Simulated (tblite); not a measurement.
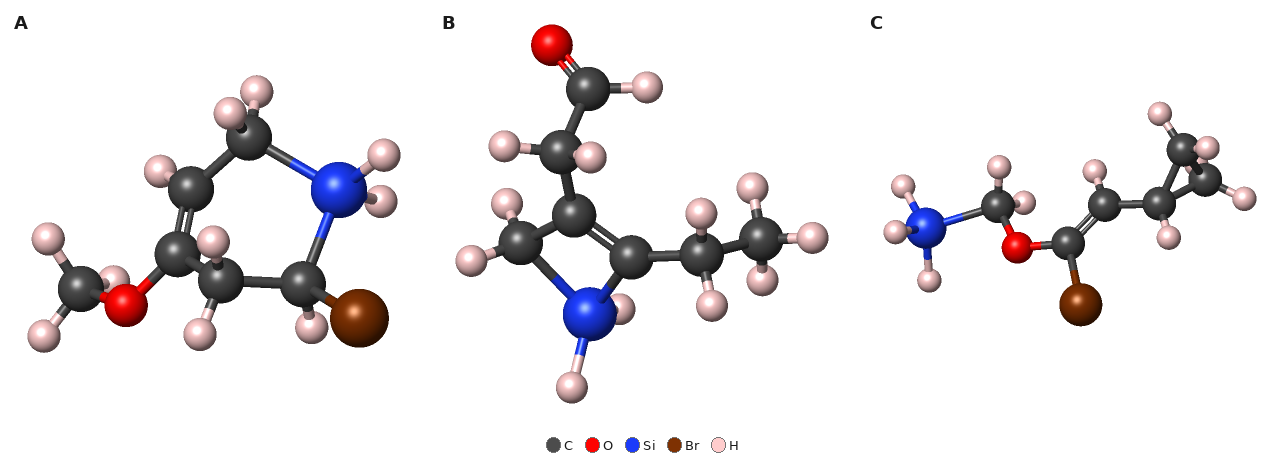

(Drawn from a calculation with tblite.)

Match each picture to its SMILES.
(1) COC1=CC[SiH2][C@@H](Br)C1
(2) [SiH3]CO/C(Br)=C/C1CC1
(3) CCC1=C(CC=O)C[SiH2]1

Answer. A is (1), B is (3), C is (2).
